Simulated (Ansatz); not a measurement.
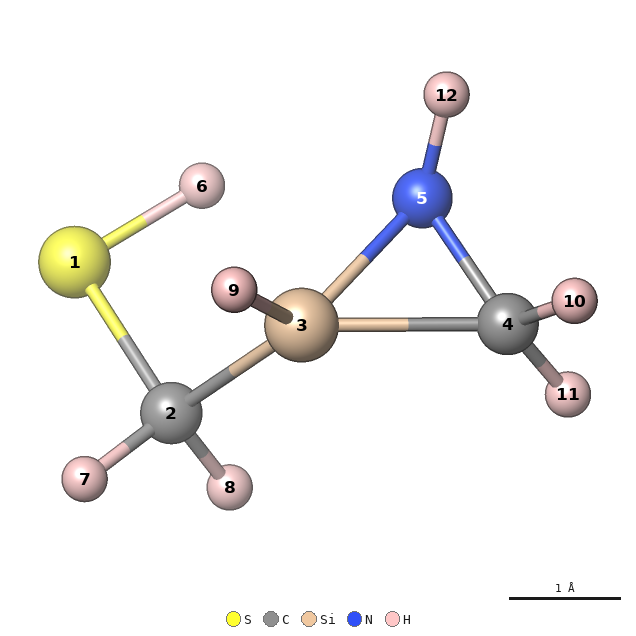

Orthographic view. Atoms fade into the background with distance from the viewer. The computed structure is the end point of a PBE-D4/def2-SVP optimisation. No frequency run is at hand to confirm it as a minimum.

Write a MOL file (V2000) with the atoms in numerical order, bonds sorted by atom number with the orders drawn, and coordinates in the frame of the picture: x right, y up, z towards the viewer, origin at the mean position.

```
C2H7NSSi
                    3D

 12 12  0  0  0  0  0  0  0  0999 V2000
   -2.2000    0.4600   -1.4100 S   0  0  0  0  0  0  0  0  0  0  0  0
   -1.3200   -0.9000   -0.5200 C   0  0  0  0  0  0  0  0  0  0  0  0
   -0.1500   -0.1100    0.7200 Si  0  0  1  0  0  4  0  0  0  0  0  0
    1.7100   -0.1000    0.5500 C   0  0  0  0  0  0  0  0  0  0  0  0
    0.9400    1.0300   -0.0500 N   0  0  0  0  0  0  0  0  0  0  0  0
   -1.0500    1.1500   -1.6900 H   0  0  0  0  0  0  0  0  0  0  0  0
   -2.1100   -1.5000   -0.0100 H   0  0  0  0  0  0  0  0  0  0  0  0
   -0.8000   -1.5700   -1.2300 H   0  0  0  0  0  0  0  0  0  0  0  0
   -0.7600    0.2100    2.0500 H   0  0  0  0  0  0  0  0  0  0  0  0
    2.3100    0.1100    1.4600 H   0  0  0  0  0  0  0  0  0  0  0  0
    2.2500   -0.7400   -0.1700 H   0  0  0  0  0  0  0  0  0  0  0  0
    1.1600    1.9700    0.3100 H   0  0  0  0  0  0  0  0  0  0  0  0
  1  2  1  0
  1  6  1  0
  2  3  1  0
  2  7  1  0
  2  8  1  0
  3  4  1  0
  3  5  1  0
  3  9  1  0
  4  5  1  0
  4 10  1  0
  4 11  1  0
  5 12  1  0
M  END
```
